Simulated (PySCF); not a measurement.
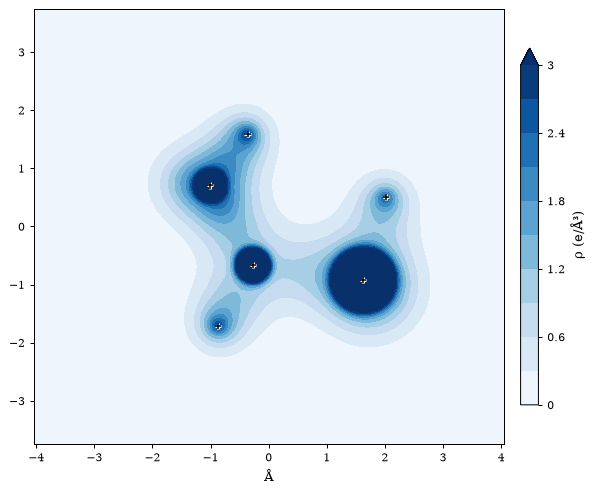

The electron density on a plane through atoms (crosses mark nuclei in the plane).

Theory: Gaussian-basis quantum chemistry of an isolated molecule with PySCF, energy and nuclear gradient, functional PBE0 (PySCF 2.14.0).

Candidates:
A. CH₃BF₂ (SMILES FBCF)
B. CH₅BSe (SMILES CB[SeH])
C. C₃H₄BN (SMILES BC(=C)C#N)

Which system is this?

Answer. Candidate B: CH₅BSe on the plane of atoms C1, B2 and H7, which holds C, B, Se and H. C–B (1.56 Å): the density is about 1.4 e/Å³ at the midpoint. B–Se (1.91 Å): the density is about 1.1 e/Å³ at the midpoint, with its minimum of 0.95 e/Å³ about 0.6 Å from B.
